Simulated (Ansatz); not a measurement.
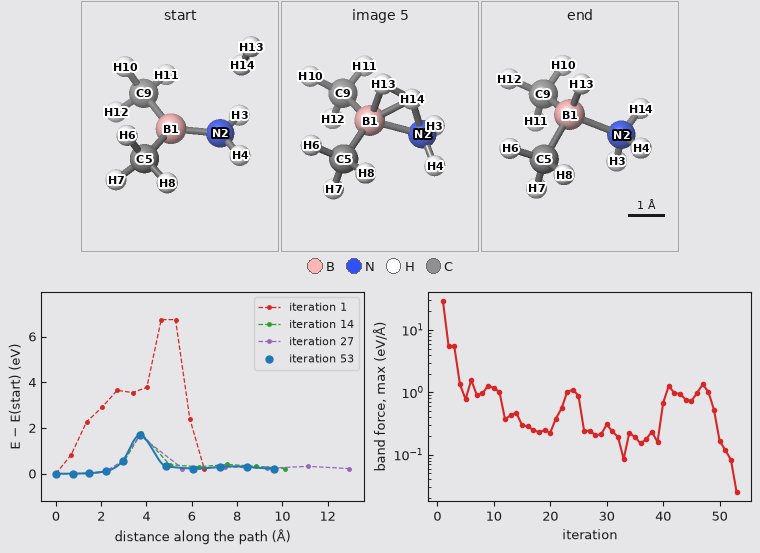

A nudged-elastic-band calculation for C2H10BN, made up at the start of C$_{2}$H$_{8}$BN and H$_{2}$. Images are numbered from 0 (start) to 10 (end). The plot follows the band through its iterations. A ball-and-stick model, seen from a free direction.

Level of theory: RKS PBE-D4/6-31G* in Ansatz 0.2.0. Run with 9 movable images; climbing image; force threshold 0.05 eV/Å; iteration limit 60; starting path through a guess of the saddle point.

### Judge this run.

The run is converged, with reservations. The band converged in 53 iterations. The largest component of the band force went from 29 to 0.025 eV/Å. The climbing image converged on the top of the path. Its vibrational analysis gives one imaginary mode (1296i cm⁻¹), as a transition state must have. The first iteration put the highest image at 6.75 eV. The highest point, image 5, lies 1.68 eV above the start and 1.46 eV above the end; the end is at +0.22 eV relative to the start. The profile has 2 maxima (images 5, 9) with a dip at image 7 (+0.23 eV), so the process runs in steps.

Limits of the set-up: the start holds two separate molecules, 2.7 Å apart at their closest, whose relative position is a soft coordinate.

The run took 22 min on 1 thread of Arm Neoverse V1 (shared host), peak memory 0.15 GiB.
